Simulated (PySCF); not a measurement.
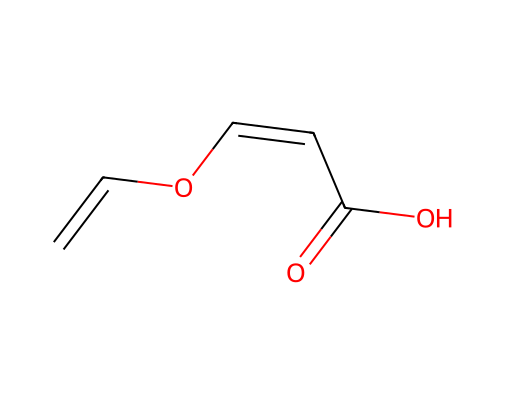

Skeletal drawing of a molecule.

Give its SMILES.

C=CO/C=C\C(=O)O

What is the molecular formula?

C5H6O3.

An optimisation with GFN2-xTB gave a structure of which point group?

Cs. Other conformers may differ.

More results for the same structure follow; atom numbers are the same in all pictures, views and colours differ. The computed structure is the end point of a GFN2-xTB optimisation. No frequency run is at hand to confirm it as a minimum.

### Geometry

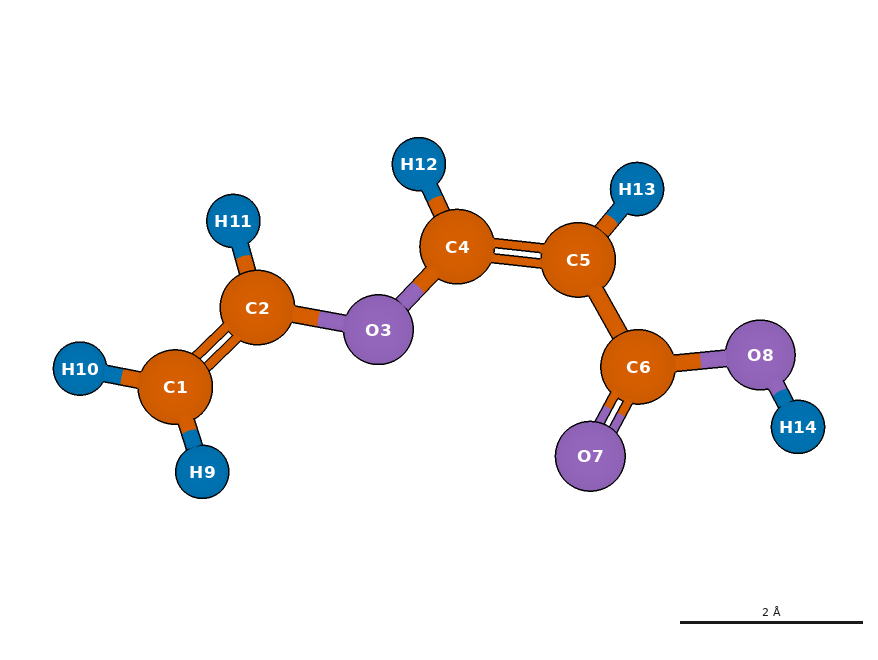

Numbered structure. No frequency run is at hand to confirm it as a minimum.

Which atoms are bonded, and how long are the bonds?

```
  bond  length (Å)   order
 C1–C2       1.323  double
 C1–H9       1.075  single
C1–H10       1.073  single
 C2–O3       1.359  single
C2–H11       1.087  single
 O3–C4       1.328  single
 C4–C5       1.342  double
C4–H12       1.090  single
 C5–C6       1.460  single
C5–H13       1.076  single
 C6–O7       1.205  double
 C6–O8       1.352  single
O8–H14       0.969  single
```

### NMR shielding

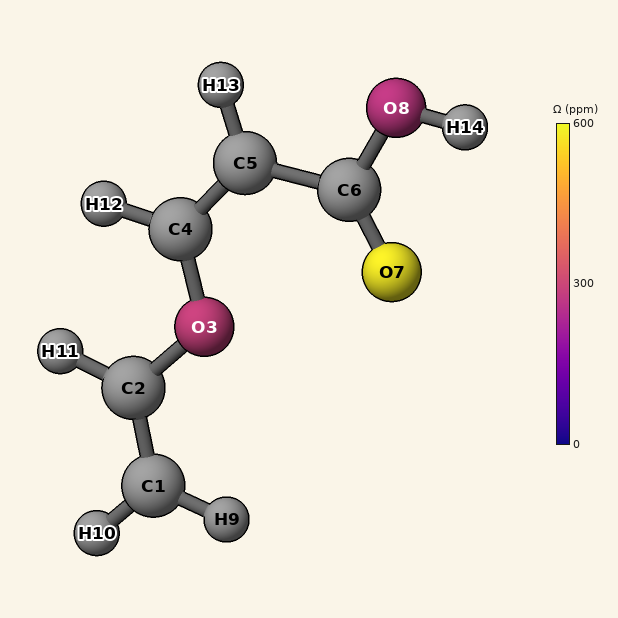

The O atoms are coloured by the span of their shielding tensor. No frequency run is at hand to confirm it as a minimum. Level of theory: GIAO PBE0/pcSseg-1 NMR shielding, non-relativistic, gas phase (PySCF 2.14.0). Principal shieldings σ11 ≤ σ22 ≤ σ33, span Ω = σ33 − σ11, skew κ = 3(σiso − σ22)/Ω.

Which O atom has the most anisotropic shielding?

O7, with a span of 579 ppm.

Give the shielding tensors of the O atoms.

```tsv
atom	σ11	σ22	σ33	σiso	Ω	κ
O3	−0.8	46.0	287.9	111.1	288.8	0.68
O7	−306.8	−242.9	272.3	−92.5	579.1	0.78
O8	−15.2	122.9	256.9	121.5	272.1	−0.01
```

Shieldings and span in ppm.

### Dipole moment

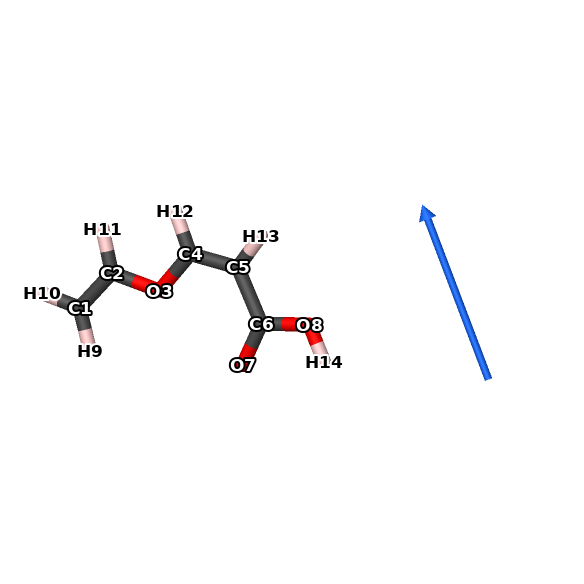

The arrow beside the molecule shows the direction of the dipole moment, from the negative to the positive end (its length means nothing). No frequency run is at hand to confirm it as a minimum. Level of theory: PBE0/pcSseg-1, gas phase (PySCF 2.14.0).

Estimate the dipole moment.

2.82 D; it points from the side of H14 to the side of H11 (the outermost atoms at the two ends).

### Electronic properties

No frequency run is at hand to confirm it as a minimum. Properties computed with PBE0/def2-SVPD, gas phase (PySCF 2.14.0). Excitations: vertical, linear response.

Estimate the lowest vertical singlet excitation.

4.79 eV.

What is the HOMO energy (Kohn–Sham orbital)?

−6.97 eV.

Give the mean static polarisability at this level.

80.3 bohr³.

Give the brightest of the 6 lowest singlets at this level.

5.05 eV.
